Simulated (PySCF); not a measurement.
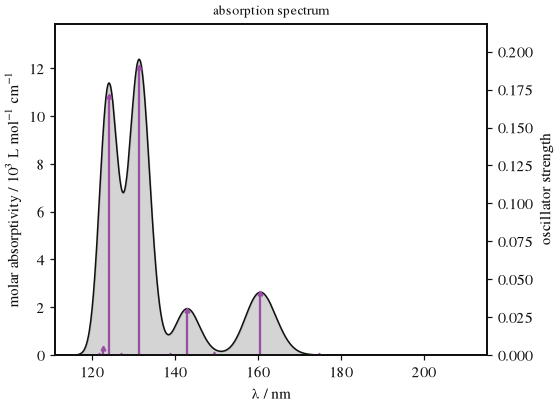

Vertical TDDFT excitations, CAM-B3LYP/def2-SVPD, PySCF, at a PBE0-D3(BJ)/def2-SVP geometry (no frequency check), gas phase. The lowest 10 singlet states are shown; each is broadened by a Gaussian of 1/e half-width 0.25 eV. Sticks give oscillator strengths (right axis).

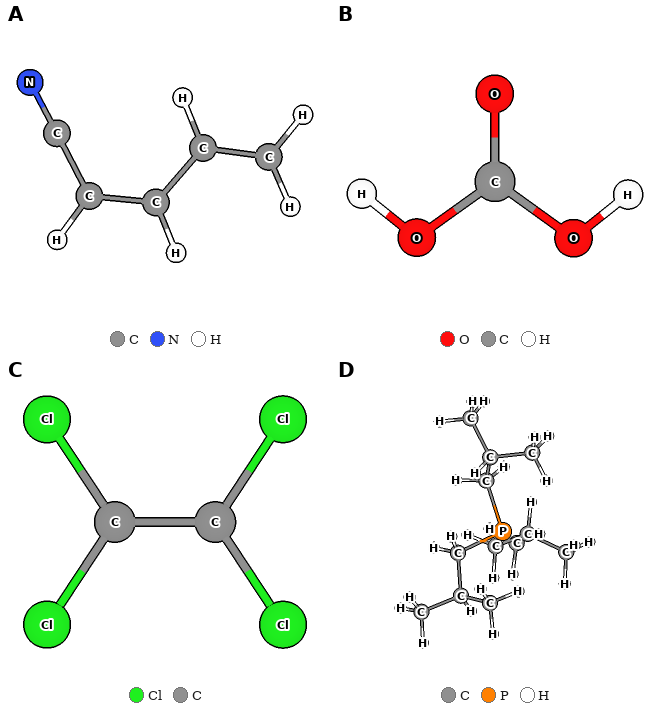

Whose absorption spectrum is this? The candidates are drawn in the second picture.

Answer. Structure B, CH₂O₃, SMILES O=C(O)O. Its lowest singlet lies at 7.09 eV (f = 0.000) and the brightest of those computed is S6 at 9.43 eV (131 nm), f = 0.190, mainly HOMO−1 → LUMO+2 (73 %).

Note: core orbitals are frozen in the response.
